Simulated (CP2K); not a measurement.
# C2H6BCl (SMILES CCBCl) at GFN1-xTB

Aim: the energy difference between two shapes of C2H6BCl at GFN1-xTB, from 2 runs. 

The results are computed with CP2K 2026.2.

1 further run of the same task is left out (set aside as unsound or not needed).

## 1. The molecule

C2H6BCl has 10 atoms, charge 0, and is taken as a singlet. SMILES: `CCBCl`. The shape is that of a GFN2-xTB optimisation. This is one conformer, not always the lowest.

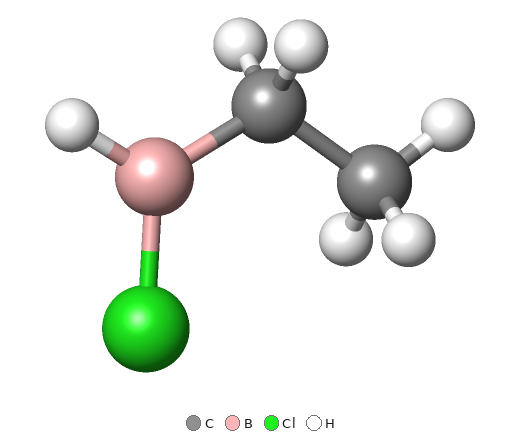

The structure, seen from a chosen angle (carbon grey, boron pink, chlorine green, hydrogen white).

## 2. Energy and gradient at GFN1-xTB

Input file molecule.xyz:

```xyz
10

C     -0.918340     0.779100    -0.066960
C      0.062310    -0.196240     0.587200
B      1.150820    -0.845610    -0.356810
Cl     1.151700    -0.556710    -2.022820
H     -1.467390     0.289570    -0.867920
H     -1.634360     1.154770     0.661170
H     -0.385420     1.626350    -0.492540
H     -0.505610    -1.005150     1.060160
H      0.565730     0.307530     1.418510
H      1.980560    -1.553600     0.080020
```

Input file qs.inp:

```
&FORCE_EVAL
    METHOD Quickstep
    &DFT
        &QS
            METHOD XTB
            EPS_DEFAULT 1.0E-10
            &XTB
                GFN_TYPE 1
                CHECK_ATOMIC_CHARGES F
            &END XTB
        &END QS
        &POISSON
            PERIODIC NONE
            POISSON_SOLVER ANALYTIC
        &END POISSON
        &SCF
            SCF_GUESS ATOMIC
            EPS_SCF 1.0E-07
            MAX_SCF 40
            &OT
                MINIMIZER DIIS
                PRECONDITIONER FULL_ALL
            &END OT
            &OUTER_SCF
                EPS_SCF 1.0E-07
                MAX_SCF 10
            &END OUTER_SCF
        &END SCF
        # extra output
        &PRINT
            &MOMENTS
                PERIODIC F
                REFERENCE COM
                MAX_MOMENT 1
            &END MOMENTS
            &MO_CUBES
                NLUMO 3
                NHOMO -1
                WRITE_CUBE F
            &END MO_CUBES
            &HIRSHFELD OFF
            &END HIRSHFELD
        &END PRINT
    &END DFT
    # structure
    &SUBSYS
        # vacuum box
        &CELL
            ABC 13.6 13.2 13.4
            PERIODIC NONE
        &END CELL
        &TOPOLOGY
            COORD_FILE_NAME molecule.xyz
            COORD_FILE_FORMAT XYZ
            &CENTER_COORDINATES
            &END CENTER_COORDINATES
        &END TOPOLOGY
    &END SUBSYS
    &PRINT
        &FORCES ON
        &END FORCES
    &END PRINT
&END FORCE_EVAL

&GLOBAL
    PROJECT_NAME qs
    RUN_TYPE ENERGY_FORCE
    PRINT_LEVEL MEDIUM
&END GLOBAL
```

Launch:

```
$ OMP_NUM_THREADS=1 cp2k.psmp -i qs.inp > qs.out 2>&1
```

The program printed:

```text
CP2K| version string:                                       CP2K version 2026.2
[...]
 GLOBAL| Method name                                                        CP2K
[...]
 GLOBAL| Run type                                                   ENERGY_FORCE
[...]
                             - Atoms:                                         10
[...]
                             - Spherical basis functions:                     33
[...]
 Number of electrons:                                                         24
[...]
     1 OT DIIS     0.15E+00    0.0     0.02088509       -13.1383523136 -1.31E+01
[...]
     8 OT DIIS     0.15E+00    0.0     0.00000009       -13.1464810196 -6.43E-12
  *** SCF run converged in     8 steps ***
[...]
 TB_DIPOLE| Moment [Debye]         -0.19525188      -0.03362188       0.92423631
 TB_DIPOLE| Derivative [a.u.]       0.00000000       0.00000000       0.00000000
[...]
 ENERGY| Total FORCE_EVAL ( QS ) energy [hartree]            -13.146481019600435
 FORCES| Atomic forces [hartree/bohr]
 FORCES|   Atom     x               y               z               |f|
 FORCES|      1  7.01935428E-04 -1.71867747E-04 -8.22918634E-04   1.09519265E-03
 FORCES|      2  1.91909405E-03 -2.00397282E-03  1.03016325E-03   2.95974075E-03
 FORCES|      3 -7.78360501E-03  1.51525061E-03  2.50685118E-02   2.62927894E-02
 FORCES|      4 -1.97983340E-04  5.26787199E-03 -2.87741000E-02   2.92530085E-02
 FORCES|      5 -1.01834256E-03 -1.40289922E-03 -1.63866154E-03   2.38544743E-03
 FORCES|      6 -6.38326875E-04  6.65022534E-05  1.49629828E-03   1.62812539E-03
 FORCES|      7  1.38888438E-03  1.64924121E-03 -8.23613146E-04   2.30810204E-03
 FORCES|      8 -1.91578508E-04 -1.49283125E-03 -4.31240543E-04   1.56563593E-03
 FORCES|      9  1.60301152E-03  6.37177718E-04  1.95807159E-04   1.73608232E-03
 FORCES|     10  4.21691091E-03 -4.06447275E-03  4.69975345E-03   7.50932479E-03
 FORCES| Sum     1.82145965E-17  2.02095285E-16 -3.13117587E-16
 FORCES| Total atomic force                                       3.73117809E-16
[...]
```

Run time: 0.43 s. Hardware: 1 thread of Arm Neoverse V1, shared host.

## 3. The distorted shape at the same level

Input file molecule.xyz:

```xyz
10

C     -0.958650     0.733480    -0.060372
C      0.093307    -0.208911     0.637367
B      1.165674    -0.863346    -0.380072
Cl     1.117390    -0.592863    -2.013056
H     -1.465621     0.305407    -0.961345
H     -1.674050     1.214503     0.531953
H     -0.407166     1.522427    -0.470877
H     -0.607843    -0.986888     1.096162
H      0.534807     0.321937     1.378566
H      1.929088    -1.547226     0.111577
```

Input file run.inp:

```
&GLOBAL
    PROJECT_NAME run
    RUN_TYPE ENERGY_FORCE
    PRINT_LEVEL MEDIUM
&END GLOBAL

&FORCE_EVAL
    METHOD QUICKSTEP
    &DFT
        CHARGE 0
        MULTIPLICITY 1
        &QS
            METHOD XTB
            EPS_DEFAULT 1.0E-10
            &XTB
                GFN_TYPE 1
                CHECK_ATOMIC_CHARGES F
            &END XTB
        &END QS
        # cluster boundary conditions
        &POISSON
            PERIODIC NONE
            POISSON_SOLVER ANALYTIC
        &END POISSON
        &SCF
            SCF_GUESS ATOMIC
            EPS_SCF 1.0E-07
            MAX_SCF 40
            &OT ON
                MINIMIZER DIIS
                PRECONDITIONER FULL_ALL
            &END OT
            &OUTER_SCF
                EPS_SCF 1.0E-07
                MAX_SCF 10
            &END OUTER_SCF
        &END SCF
        &PRINT
            &MOMENTS
                PERIODIC F
                REFERENCE COM
                MAX_MOMENT 1
            &END MOMENTS
            &MO_CUBES
                NLUMO 3
                NHOMO -1
                WRITE_CUBE F
            &END MO_CUBES
            &HIRSHFELD OFF
            &END HIRSHFELD
        &END PRINT
    &END DFT
    # structure
    &SUBSYS
        &CELL
            ABC [angstrom] 13.6 13.1 13.4
            PERIODIC NONE
        &END CELL
        &TOPOLOGY
            COORD_FILE_NAME molecule.xyz
            COORD_FILE_FORMAT XYZ
            &CENTER_COORDINATES
            &END CENTER_COORDINATES
        &END TOPOLOGY
    &END SUBSYS
    # extra output
    &PRINT
        &FORCES ON
        &END FORCES
    &END PRINT
&END FORCE_EVAL
```

Launch:

```
$ OMP_NUM_THREADS=1 cp2k.psmp -i run.inp -o run.out
```

The program printed:

```text
CP2K| version string:                                       CP2K version 2026.2
[...]
 GLOBAL| Method name                                                        CP2K
[...]
 GLOBAL| Run type                                                   ENERGY_FORCE
[...]
                             - Atoms:                                         10
[...]
                             - Spherical basis functions:                     33
[...]
 Number of electrons:                                                         24
[...]
     1 OT DIIS     0.15E+00    0.0     0.02053197       -13.1170482968 -1.31E+01
[...]
     8 OT DIIS     0.15E+00    0.0     0.00000009       -13.1250168343 -7.65E-12
  *** SCF run converged in     8 steps ***
[...]
 TB_DIPOLE| Moment [Debye]          0.09498540      -0.08193450       0.56483424
 TB_DIPOLE| Derivative [a.u.]       0.00000000       0.00000000       0.00000000
[...]
 ENERGY| Total FORCE_EVAL ( QS ) energy [hartree]            -13.125016834335401
 FORCES| Atomic forces [hartree/bohr]
 FORCES|   Atom     x               y               z               |f|
 FORCES|      1  1.92173902E-02 -2.54942553E-02 -3.01340332E-02   4.39013108E-02
 FORCES|      2 -7.10228302E-02 -3.94328201E-02 -5.59339240E-02   9.86295776E-02
 FORCES|      3 -3.08508627E-02  1.11086830E-02  5.32125453E-02   6.25040282E-02
 FORCES|      4 -4.03120882E-04  7.71093313E-03 -4.66964750E-02   4.73305586E-02
 FORCES|      5  6.07227019E-03 -5.09817731E-03  1.85217387E-02   2.01474237E-02
 FORCES|      6 -2.13712850E-02  1.53309025E-03  2.70401926E-02   3.45000609E-02
 FORCES|      7  2.12609238E-02  2.95418467E-02 -1.50994010E-02   3.94048157E-02
 FORCES|      8  2.70276586E-02  8.30255813E-03 -5.20495030E-03   2.87492314E-02
 FORCES|      9  2.84905562E-02  2.85371770E-02  4.65864284E-02   6.16147512E-02
 FORCES|     10  2.15792998E-02 -1.67090354E-02  7.70787854E-03   2.83596445E-02
 FORCES| Sum     2.11636264E-16 -2.01227923E-16 -8.76035355E-17
 FORCES| Total atomic force                                       3.04888446E-16
[...]
```

Run time: 0.41 s. Hardware: 1 thread of Arm Neoverse V1, shared host.

## 4. Results

At GFN1-xTB:

```
                                                  quantity         value
                                 first shape: total energy  -13.14648 Eh
    first shape: dipole moment (from atomic charges alone)        0.95 D
                                  first shape: HOMO energy     -11.90 eV
                            first shape: dispersion energy  -7.96 kJ/mol
                     first shape: largest force on an atom    1.504 eV/Å
                             distorted shape: total energy  -13.12502 Eh
distorted shape: dipole moment (from atomic charges alone)        0.58 D
                              distorted shape: HOMO energy     -11.84 eV
                        distorted shape: dispersion energy  -7.97 kJ/mol
                 distorted shape: largest force on an atom    5.072 eV/Å
                    energy change with the atoms displaced      0.584 eV
```

In words: With the atoms displaced the energy rises by 0.58 eV (56.4 kJ/mol). The first shape isn't relaxed at this level, so the change isn't measured from a minimum. The largest force (first shape) is 1.50 eV/Å: the shape isn't a stationary point for this species at this level. The dipole (first shape) comes from point charges on the atoms alone, without atomic dipoles, so it is partial. The dipole (distorted shape) comes from point charges on the atoms alone, without atomic dipoles, so it is partial.
